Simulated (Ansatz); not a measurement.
# A failed many-body run on SiC (P6_3mc)

Aim: the G0W0 gap of SiC (P6_3mc). The first input has a fault.

Calculated with Ansatz 0.2.0; G0W0 on PBE, plane waves, PAW.

## (1) Set-up

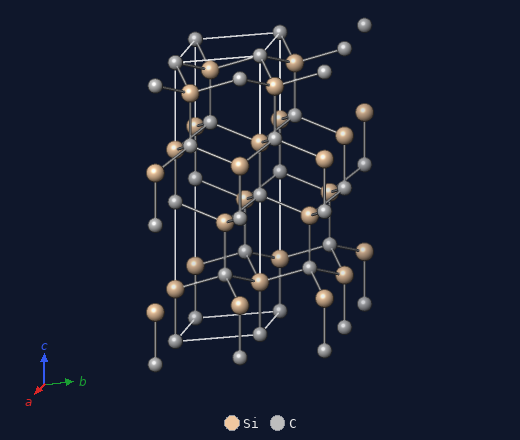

The starting structure, seen slightly off an axis (silicon light orange, carbon light grey). 2×2×1 cells are drawn. Bonds to atoms that aren't drawn are left out. Some periodic images of atoms are drawn too.

The cell and positions are those that the Materials Project relaxed with its own functionals (PBE, PBE+U or r2SCAN), kept fixed. The default PAW set here is soft_2. Its files were made with PBE.

## (2) First try

File input.yaml:

```yaml
crystal:
  lattice:
    - [3.0756941497, 0.0, 0.0]
    - [-1.5378470748, 2.6636292679, 0.0]
    - [0.0, 0.0, 10.07064648]
  atoms:
    - { symbol: Si, position: [0.66666667, 0.33333333, 0.93784198] }
    - { symbol: Si, position: [0.33333333, 0.66666667, 0.43784198] }
    - { symbol: Si, position: [0.0, 0.0, 0.68789438] }
    - { symbol: Si, position: [0.0, 0.0, 0.18789438] }
    - { symbol: C, position: [0.66666667, 0.33333333, 0.74980259] }
    - { symbol: C, position: [0.33333333, 0.66666667, 0.24980259] }
    - { symbol: C, position: [0.0, 0.0, 0.50046005] }
    - { symbol: C, position: [0.0, 0.0, 0.00046005] }
kpoints:
  mp_grid: { grid: [2, 2, 2] }
hamiltonian:
  xc: pbe
scf:
  occupations: { method: fixed }
gw:
  n_empty_bands: 134
  ecut_chi: 80
  qp_bands: [v2, c2]
  qp_kpoints: band_edges
  screening: { model: contour_deformation }
```

Launch:

```sh
$ ansatz run input.yaml --threads 3 --pin off --max-ram 92160MiB --backend cuda --events-out ev --progress --plain --runs-dir out --devices 1 --max-vram 13GiB
```

Numbers of over 12 decimals in the logs are rounded to 6 here.

The program printed:

```text
GPUs: using 1 of 1 available (devices: 1).
Engine: ansatz 0.2.0, x86_64-unknown-linux-gnu
Pseudopotentials: kind: paw
Pseudopotential: Si, paw, valence charge 4, recommended cutoff 420 eV (normal), Si.paw.azcp
Pseudopotential: C, paw, valence charge 4, recommended cutoff 420 eV (normal), C.paw.azcp
Functional definition: PBE
  parameter kappa = 0.804
  parameter beta = 0.066725
  exchange = pbe_x(kappa = kappa, mu = beta*pi^2/3)
  correlation = pbe_c(beta = beta)
concurrent solve slots: 2 of 3 are kept, ahead of what memory takes: no pass of the eigensolver takes more rounds on 2
device memory: the entry about to start is reckoned to put 0.9 GiB on a device that reports 51.8 GiB free (of which the cap on the GPU budget leaves the run 13.0 GiB)
GPU FFT provider: cuFFT
GPU libraries: cuBLAS 13.8.2, cuFFT 12.4.0, cuSOLVER 12.3.4
Crystal: 8 atoms, lattice volume = 82.504 Å³
Basis set: ecut = 420 eV, 1605 PW (Γ)
Bands: 24, of which v1, the nominal top of the filled ones, is band 16 counted from 1 (15 counted from 0)
Symmetry: 12 space group operations
Space group: P63mc (ITA 186), of the structure as read, at distance tolerance 4.4e-5 Å
k-points: 4 of 8
Non-local potential: Si, projectors of the file, l = 0: 2, l = 1: 2, l = 2: 2
Non-local potential: C, projectors of the file, l = 0: 2, l = 1: 2, l = 2: 1
PAW form: soft (Blöchl's): semilocal exchange-correlation on the pseudo side does not see the compensation charge
PAW one-centre angular grid: Si, 110 points (default); XC on 64 Gauss nodes
PAW one-centre angular grid: C, 110 points (default); XC on 64 Gauss nodes
Initial density: superposition of atomic densities (neutral atoms: chi_scale 0, normalization atom), corrected by the library's trained network
Initial wavefunctions: pseudopotential atomic-orbital guess
GPU buffer pool allocated for 41472 grid points (all kernels)
GPU transforms: local potential and band sums: pruned to the plane-wave sphere, on 24×24×72
Functional: x = pbe(κ = 0.804, μ = 0.219515), c = pbe(β = 0.066725)
SCF iter   1: F=—  HF=-3543.943730 eV  |F-HF|=—  |Δ(HF+E_count)|=         —  Δρ=2.12e-2  dr2=2.94e-1  ethr=1.77e-3  ⟨swp⟩=4.0  Hψ=432  notcnv=0  defer=24
preconditioner: auto → none  [insulator: Δε(μ)=2.199 eV  Ē_g=11.189 eV  n_scr=6 (ndim 8)  ℏωp=23.1 eV  f_vac=0.000  ε∞_Penn≈5.3]
SCF iter   2: F=—  HF=-3543.875457 eV  |F-HF|=—  |Δ(HF+E_count)|=   6.83e-2  Δρ=8.72e-3  dr2=3.04e-2  ethr=9.19e-4  ⟨swp⟩=2.2  Hψ=181  notcnv=0  defer=24
SCF iter   3: F=—  HF=-3543.873618 eV  |F-HF|=—  |Δ(HF+E_count)|=   1.84e-3  Δρ=3.80e-3  dr2=5.63e-3  ethr=9.49e-5  ⟨swp⟩=2.5  Hψ=144  notcnv=0  defer=24
SCF iter   4: F=—  HF=-3543.873989 eV  |F-HF|=—  |Δ(HF+E_count)|=   3.71e-4  Δρ=3.30e-4  dr2=1.53e-4  ethr=1.76e-5  ⟨swp⟩=3.0  Hψ=144  notcnv=0  defer=24
SCF iter   5: F=—  HF=-3543.873963 eV  |F-HF|=—  |Δ(HF+E_count)|=   2.65e-5  Δρ=1.36e-4  dr2=2.23e-5  ethr=4.79e-7  ⟨swp⟩=2.0  Hψ=129  notcnv=0  defer=15
SCF iter   6: F=—  HF=-3543.873961 eV  |F-HF|=—  |Δ(HF+E_count)|=   1.58e-6  Δρ=4.30e-5  dr2=1.05e-6  ethr=6.97e-8  ⟨swp⟩=2.0  Hψ=133  notcnv=0  defer=14
SCF iter   7: F=-3543.873962 eV  HF=-3543.873962 eV  |F-HF|=1.16e-8  |Δ(HF+E_count)|=   6.18e-7  Δρ=1.01e-5  dr2=9.03e-8  ethr=3.13e-10  ⟨swp⟩=9.0  Hψ=409  notcnv=0
SCF 1 converged in 7 iterations: F = -3543.873962 eV  dr2 = 9.03e-8
[...]
concurrent solve slots: 2 of 3 are kept, ahead of what memory takes: no pass of the eigensolver takes more rounds on 2
device memory: the entry about to start is reckoned to put 1.2 GiB on a device that reports 51.8 GiB free (of which the cap on the GPU budget leaves the run 13.0 GiB)
NSCF: frozen V_eff on 4 k-points
[...]
concurrent solve slots: 2 of 3 are kept, ahead of what memory takes: no pass of the eigensolver takes more rounds on 2
device memory: the entry about to start is reckoned to put 2.5 GiB on a device that reports 51.8 GiB free (of which the cap on the GPU budget leaves the run 13.0 GiB)
NSCF: frozen V_eff on 4 k-points
G₀W₀ screening: q 1/4
[... further progress lines ...]
device memory: the entry about to start is reckoned to put 0.4 GiB on a device that reports 51.7 GiB free (of which the cap on the GPU budget leaves the run 13.0 GiB)
NSCF: frozen V_eff on 1 k-points
device memory: the entry about to start is reckoned to put 0.4 GiB on a device that reports 51.5 GiB free (of which the cap on the GPU budget leaves the run 13.0 GiB)
NSCF: frozen V_eff on 1 k-points
SCF converged after 7 iterations
Free energy (F): -3543.873962 eV
Harris-Foulkes:  -3543.873962 eV  (|F-HF|=1.16e-8)
Internal energy: -3543.873962 eV  (E = F + TS)
E sigma→0 (E₀):  -3543.873962 eV
Fermi energy:    9.842326 eV
--- Per-component energies (eV) ---
  E_band       = 126.072417
  E_kinetic    = 557.033961
  E_local      = -428.321513  (includes V_loc(G=0)·N_el)
  E_nonlocal   = 204.102100
  E_hartree    = 134.982408
  E_xc         = -422.222176
  E_vxc        = -437.890364  (∫ρ·V_xc dr)
  E_paw        = -2449.927491  (= ΣΔE_a)
  E_vpaw       = -38.815994  (= ΣTr[D̂ρ^β])
  E_aug_tail   = 0.000060  (compensation charges beyond the density's cutoff)
  E_ewald      = -1139.521310
  E_smearing   = -0.000000  (= −TS)
  E_closure    = -0.000000  (closes the sum)
  Σ components = -3543.873962   (vs F -3543.873962, Δ=0.00e0)
--- Band table (eV) ---
  k-point 0: bands = [... 12 lower, 9.2426, 9.7816, 9.8423, 9.8423, 14.8044, 15.3710, 16.0269, 16.0963, ... 4 higher]
  k-point 1: bands = [... 12 lower, 9.6288, 9.6288, 9.6288, 9.6288, 15.0089, 15.0089, 16.4975, 16.4975, ... 4 higher]
  k-point 2: bands = [... 12 lower, 7.4155, 7.5587, 8.2145, 8.6864, 11.8866, 12.0001, 13.8688, 14.4363, ... 4 higher]
  k-point 3: bands = [... 12 lower, 7.2597, 7.2597, 8.2410, 8.2410, 12.2983, 12.2983, 13.8803, 13.8803, ... 4 higher]
--- G₀W₀: contour deformation, 6 samples at zero and on the imaginary axis and 1 off it, 8 q-points, 134 empty bands' worth ---
  eigenvalues of the whole cell's RPA ε∞ on this k-mesh (on a slab, of 1 + 4πα/V) = 8.3918, 14.3708, 14.3708; static W/v taken at q = 0 is -0.346685
  bands read: the sum over 150 bands ends inside a degenerate multiplet in 2 slots, whose members it reads at an even weight; the widest, k=1: bands 149 to 152 (counted from 1) at 2/4 each
  gw.qp_kpoints: band_edges: 4 of 4 stored k-points solved, in 1 pass; an edge of the gap read off the rows below is read off those points alone
    ik  band        ε_KS         Σx   Σc(E_QP)       V_xc       Z   E_QP_lin       E_QP  E_QP is
     0    15      9.8423   -19.3328     3.2918   -15.8226  0.7980     9.6236     9.6240  root
     0    16      9.8423   -19.3328     3.2918   -15.8226  0.7980     9.6236     9.6240  root
     0    17     14.8044    -8.1635    -5.4283   -14.3484  0.8015    15.5662    15.5610  root
     0    18     15.3710    -8.0077    -5.5146   -14.2891  0.7996    16.1417    16.1378  root
     1    15      9.6288   -19.4144     3.3867   -15.7833  0.7957     9.3840     9.3843  root
     1    16      9.6288   -19.4144     3.3867   -15.7833  0.7957     9.3840     9.3843  root
     1    17     15.0089    -8.1160    -5.4572   -14.3329  0.8012    15.7741    15.7685  root
     1    18     15.0089    -8.1160    -5.4572   -14.3329  0.8012    15.7741    15.7685  root
     2    15      8.2145   -17.7818     2.3445   -15.2501  0.8067     8.0271     8.0274  root
     2    16      8.6864   -19.2049     3.2360   -15.6565  0.7965     8.3732     8.3739  root
     2    17     11.8866    -7.3699    -4.0322   -11.7269  0.8287    12.2117    12.2114  root
     2    18     12.0001    -6.6874    -4.5916   -11.6828  0.8233    12.4046    12.4039  root
     3    15      8.2410   -19.1862     3.4177   -15.4105  0.7894     7.8811     7.8831  root
     3    16      8.2410   -19.1862     3.4177   -15.4105  0.7894     7.8811     7.8831  root
     3    17     12.2983    -6.7978    -4.6026   -11.8135  0.8193    12.7122    12.7114  root
     3    18     12.2983    -6.7978    -4.6026   -11.8135  0.8193    12.7122    12.7114  root
```

Run time: 9.4 s. Hardware: 1 × NVIDIA H100 80GB HBM3 (shared by 6 runs) with 3 threads of AMD EPYC 7R13 (Zen 3), shared host; peak memory 1 GiB.

The column dr2 measures how far the density is from self-consistency, as an energy; F and HF (Harris–Foulkes) agree once it is small.

**Diagnosis.**

The run ended normally, though the input holds a fault or crude settings.

The fault: G0W0 on a mesh far too coarse. So few points can't sample the density or the screening, and the band edges may lie elsewhere in the zone.

It printed a gap of 2.59 eV, which is an artefact of the settings.

## (3) A better input

Now the one-shot GW correction: screening in the RPA, then the self-energy of the levels asked for.

input.yaml: that of step 2 with these lines changed.

```diff
@@ -15,3 +15,3 @@
 kpoints:
-  mp_grid: { grid: [2, 2, 2] }
+  mp_grid: { grid: [6, 6, 2] }
 hamiltonian:
@@ -21,4 +21,4 @@
 gw:
-  n_empty_bands: 134
-  ecut_chi: 80
+  n_empty_bands: 246
+  ecut_chi: 120
   qp_bands: [v2, c2]
```

The program printed:

```text
GPUs: using 1 of 1 available (devices: 1).
[...]
GPU FFT provider: cuFFT
GPU libraries: cuBLAS 13.8.2, cuFFT 12.4.0, cuSOLVER 12.3.4
Crystal: 8 atoms, lattice volume = 82.504 Å³
Basis set: ecut = 420 eV, 1605 PW (Γ)
Bands: 24, of which v1, the nominal top of the filled ones, is band 16 counted from 1 (15 counted from 0)
[... 1 set-up line as in the run before ...]
[...]
k-points: 14 of 72
[...]
GPU buffer pool allocated for 41472 grid points (all kernels)
[...]
SCF iter   1: F=—  HF=-3548.606233 eV  |F-HF|=—  |Δ(HF+E_count)|=         —  Δρ=2.41e-3  dr2=4.82e-3  ethr=1.77e-3  ⟨swp⟩=4.3  Hψ=1583  notcnv=0  defer=80
[...]
SCF iter   6: F=-3548.606253 eV  HF=-3548.606253 eV  |F-HF|=2.37e-8  |Δ(HF+E_count)|=   8.81e-7  Δρ=7.53e-6  dr2=4.96e-8  ethr=3.13e-10  ⟨swp⟩=9.4  Hψ=1531  notcnv=0
SCF 1 converged in 6 iterations: F = -3548.606253 eV  dr2 = 4.96e-8
[...]
0    15      9.5916   -18.3593     2.1177   -15.7701  0.7902     9.1185     9.1201  root
     0    16      9.5916   -18.3593     2.1177   -15.7701  0.7902     9.1185     9.1201  root
     0    17     14.6998    -9.1253    -4.7667   -14.4751  0.8026    15.2856    15.2830  root
     0    18     15.2784    -8.9369    -4.8965   -14.4368  0.7999    15.8850    15.8818  root
     1    15      9.3852   -18.3985     2.1750   -15.7316  0.7894     8.8917     8.8935  root
     1    16      9.3852   -18.3985     2.1750   -15.7316  0.7894     8.8917     8.8935  root
     1    17     14.9083    -9.0650    -4.8091   -14.4648  0.8018    15.5017    15.4990  root
     1    18     14.9083    -9.0650    -4.8091   -14.4648  0.8018    15.5017    15.4990  root
[...]
13    15      7.1385   -18.3251     2.7289   -14.9212  0.7780     6.4589     6.4636  root
    13    16      7.1385   -18.3251     2.7289   -14.9212  0.7780     6.4589     6.4636  root
    13    17     12.8315    -6.8414    -4.2684   -11.4568  0.8161    13.1793    13.1785  root
    13    18     12.8315    -6.8414    -4.2684   -11.4568  0.8161    13.1793    13.1785  root
[key lines of the parts left out:]
SCF converged after 6 iterations
Free energy (F): -3548.606253 eV
Fermi energy:    9.591641 eV
```

It took 18 s on 1 × NVIDIA H100 80GB HBM3 (shared by 6 runs) with 3 threads; peak memory 1.3 GiB.

This step gave:

```yaml
bands_summed: 262
rpa_eps_infinity_on_this_mesh_eigenvalues: 6.941, 7.021, 7.021
plane_waves_in_the_screening_matrix: 251
q_points_in_the_mesh: 72
g0w0_gap_on_the_mesh: 3.009 eV
k_of_the_valence_top: 0, 0, 0
k_of_the_conduction_bottom: 0, -0.5, 0
starting_gap_on_the_mesh: 2.224 eV
z_at_the_valence_top: 0.7902
z_at_the_conduction_bottom: 0.8154
least_direct_g0w0_gap_on_the_computed_points: 4.234 eV
```

The gap on the mesh goes from 2.22 eV to 3.01 eV, a correction of +0.78 eV. Between the two edge states, bare exchange in place of the xc potential would open the gap by 6.95 eV, and correlation takes back 6.16 eV.

## (4) Summary of results

| Property | Result |
| --- | --- |
| first try | converged after 9.4 s |
| better run | G0W0 gap on the mesh 3.01 eV (6×6×2 mesh, 246 empty bands, screening to 120 eV) |

In words: The second run differs in: mesh, empty bands and screening cutoff (eV). Bands and cutoff are finite, so the gap is not at the basis limit. The miss can reach some tenths of an eV and take either sign; the mesh is an error of its own.

[Paths, hosts, dates, memory and timing lines, banners, echoed tables and standing remarks are left out of the program output.]

[Logs are printed without paths, hosts, clocks, repeated set-up lines and the standing remarks that a program may print on its own settings, such as how far it seeks lower states.]

[Runs of the session that timed out or met a known fault of the program may be left out.]

[Cells called generated may have been cut or substituted from an entry of the Crystallography Open Database or the Materials Project.]

[Hosts, paths, dates, database ids (printed as entryN), source tags and the programs' standing remarks are cut or masked in the printed files.]
